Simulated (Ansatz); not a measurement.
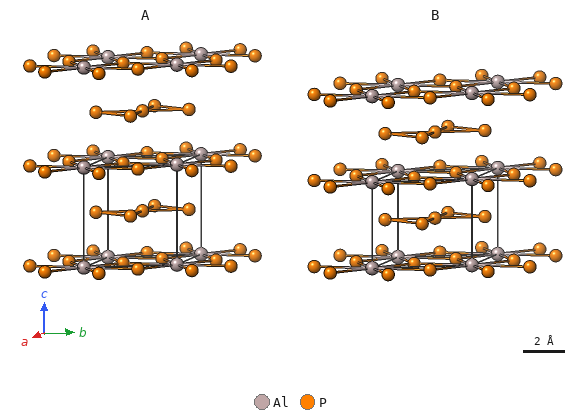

Two geometries of solid AlP5 (a generated structure, set up in P6/mmm), drawn at one scale. One is the start of a relaxation, the other its converged end. The picture is a ball-and-stick view of the cell of the calculation, repeated 1 × 1 × 2 with one cell outlined, seen slightly off an axis.

Level of theory: Ansatz 0.2.0, DFT PBE, scalar-relativistic, plane waves, PAW. Set-up: plane-wave cutoff 420 eV; k-point mesh 12 × 12 × 10; occupations gaussian; smearing width 0.1 eV; no spin polarisation; cell and atoms relaxed; force threshold 0.01 eV/Å; at most 80 steps.

**Which geometry has the lower energy?**

Structure A is the relaxed one. The atoms keep their places relative to the cell (all moves are under 0.005 Å). The drawn cell changes as follows: a = b 5.110 → 4.764 Å (−6.8 %), c 4.271 → 4.963 Å (+16.2 %); the volume changes by +1.0 %. Among the contacts that change: Al–P 2.950 → 2.751 Å, P–P 2.555 → 2.382 Å. The space group stays P6/mmm (No. 191). Over 10 accepted moves (13 points after the start) the energy falls by 49.4 meV per atom. All forces vanish by symmetry, so only the cell relaxes. Pressure: 0.51 GPa at the start and −0.01 GPa at the end. The line search rejected the trial step at point 4 of the run. The SCF was repeated twice at an unchanged geometry on a basis and grid sized afresh for the cell, which shifted the energy by 2.4 meV per atom at most.
